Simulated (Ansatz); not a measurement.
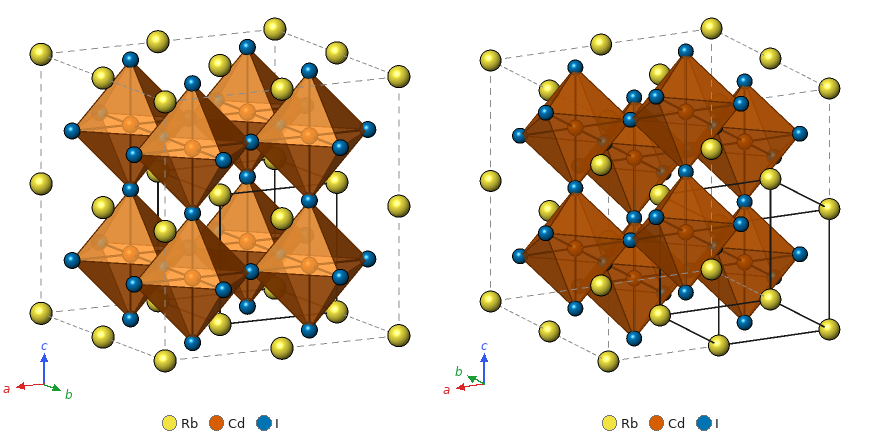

Polyhedra are drawn about Cd (bonds: Cd–I below 3.3 Å); other atoms are plain spheres. Two views of the same piece.

RbCdI3 (space group Pm-3m, No. 221): the end point of a relaxation with Ansatz 0.2.0, DFT, r2SCAN+rVV10, plane waves, PAW; the starting structure was generated, so it need not be a known form of this composition.

What figure surrounds each Cd atom, and what does it share with the other drawn polyhedra?

Answer. Cd: CdI6 octahedron, sharing corners with six neighbours.

How do these polyhedra hang together as a whole?

Answer. They form a three-dimensional framework of corner-sharing octahedra.

How far apart are the centres of linked polyhedra?

Answer. Centre to centre across a shared corner: 5.90 Å.
